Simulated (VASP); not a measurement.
Data:

```
SnO
1.0
    3.31838     0.00000     0.00000
   -1.65919     2.87380     0.00000
    0.00000     0.00000     3.29153
Sn O
1 1
Cartesian
  0.00000   0.00000   0.00000
  1.65919   0.95793   1.64576
```

These are r2SCAN meta-GGA, VASP's PBE PAW potentials (set 64) (plane waves; VASP) values and carry that method's errors. Settings: 520 eV cut-off, 14×14×12 Γ-centred mesh, tetrahedra with Blöchl corrections, potentials Sn_d O.

Unless said otherwise, spin-orbit coupling is left out, though it shifts the bands of the heavy elements here.

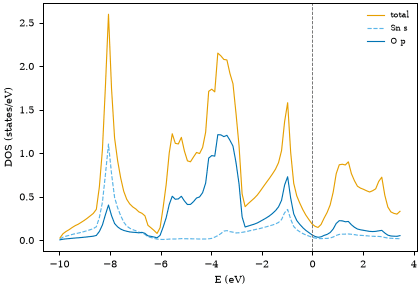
Figure: Total and projected density of states, zero at the Fermi level

Within 2 eV below the Fermi level the largest weight inside VASP's projection spheres is O p, then Sn s.

It has no gap at this level: it comes out as a metal or semimetal.

The structure was generated: SnO was put into the WC type (P-6m2), which need not be its known phase. It was relaxed first, which changed the volume by +20 %.
